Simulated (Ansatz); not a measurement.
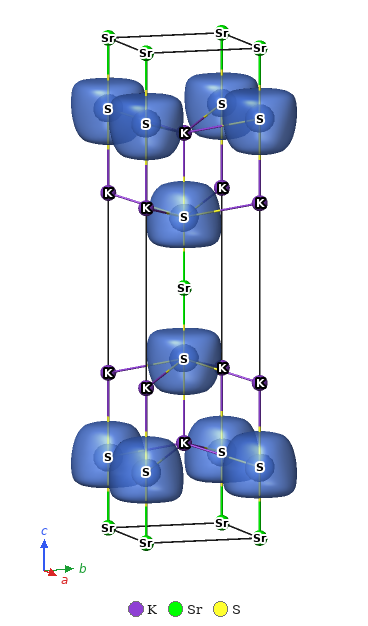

Figure 1: K2SrS2. Isosurface of the electron localisation function at 0.7 (blue), seen slightly off an axis. Core shells and regions of very low density are left out. Sticks mark near contacts.

Space group I4/mmm; a structure from a database of computed crystals, not necessarily the ambient phase; started from the K2NiO2-139 prototype, which need not be the ambient phase.

All numbers below come from Ansatz 0.2.0, DFT, r2SCAN+rVV10, plane waves, PAW.

Core electrons are frozen (PAW), and the valence fields are smoothed inside the atomic spheres.

```
K Sr S
1.0
     4.50877    0.00000    0.00000
     0.00000    4.50877    0.00000
     0.00000    0.00000   18.62684
K Sr S
4 2 4
Direct
  0.50000 0.50000 0.18355
  0.00000 0.00000 0.68355
  0.00000 0.00000 0.31645
  0.50000 0.50000 0.81645
  0.00000 0.00000 0.00000
  0.50000 0.50000 0.50000
  0.00000 0.00000 0.14460
  0.50000 0.50000 0.64460
  0.50000 0.50000 0.35540
  0.00000 0.00000 0.85540
```

Identify the bonds, lone pairs and shells in this picture.

Answer. The ELF exceeds this value in four regions wrapped around S (the valence shell of each), counted in one cell of 10 atoms. Regions shared between cells count once. Along the contacts the grid gives the following. Sr–S (2.69 Å): the ELF peaks at about 0.85 in the valence shell of S, 0.9 Å from its nucleus, and is about 0.20 at the midpoint: a largely ionic contact. K–S (3.20 Å): the ELF peaks at about 0.90 in the valence shell of S, 0.9 Å from its nucleus, and drops to about 0.05 between the two atoms; an ionic contact with no shared pair.
